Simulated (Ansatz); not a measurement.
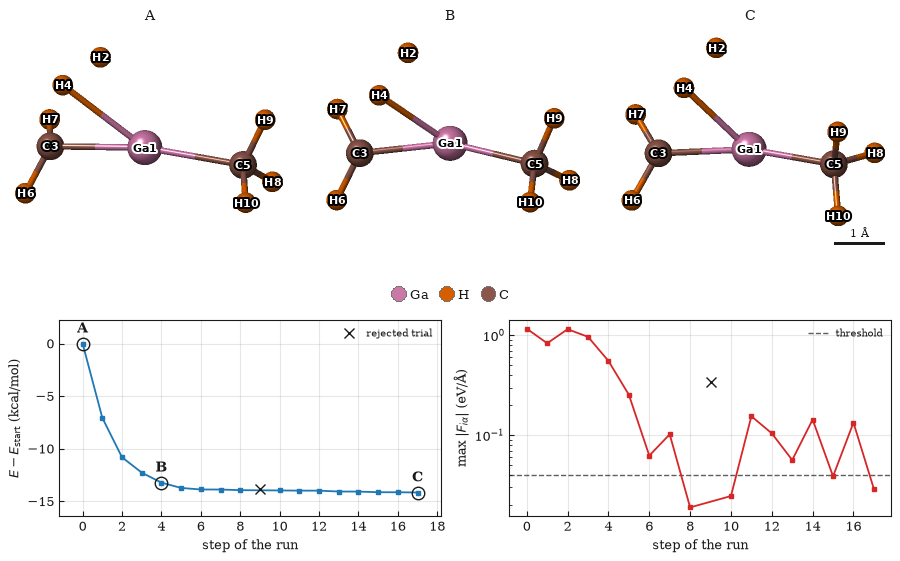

Frames of a constrained relaxation of C2H7Ga, marked on the history of the run. Style: ball-and-stick. Shown at a tilt.

The reaction that was planned forms H2–H4 and breaks Ga1–H2, C3–H4 (atoms numbered from 1 in input order).

Method: RKS PBE0-D4/def2-SVP in Ansatz. Settings: held fixed: the distance between atoms 2 (H) and 4 (H), the distance between atoms 1 (Ga) and 2 (H), the distance between atoms 3 (C) and 4 (H), counting from 1; force threshold 0.04 eV/Å; at most 150 steps.

Q: What happens along the run?

A: Over 16 accepted moves (17 points after the start) the energy falls by 14.2 kcal/mol. Largest force component: 1.2 eV/Å at the start, 0.029 eV/Å at the end. The line search rejected the trial step at point 9 of the run. The forces were under the threshold at step 8, but the run went on from there. H9 moves most after the best rigid fit: 0.79 Å. Largest moves by element: H 0.79 Å, Ga 0.31 Å, C 0.24 Å. Near-neighbour distances that change, for instance: Ga1–H4 2.168 → 1.962 Å, Ga1–C5 2.095 → 1.945 Å, Ga1–C3 1.988 → 1.847 Å, C3–H7 1.107 → 1.098 Å. Bond angles that change, for instance: C3–Ga1–C5 171.1° → 154.9°, Ga1–C3–H7 104.5° → 115.4°, H6–C3–H7 104.9° → 112.4°. The run took 19 s on 4 threads of Arm Neoverse V2, with other jobs on the host. From step 0 to 4: H7 moves most (0.59 Å), energy −13.2 kcal/mol. From step 4 to 17: H9 moves most (0.61 Å), energy −0.94 kcal/mol.
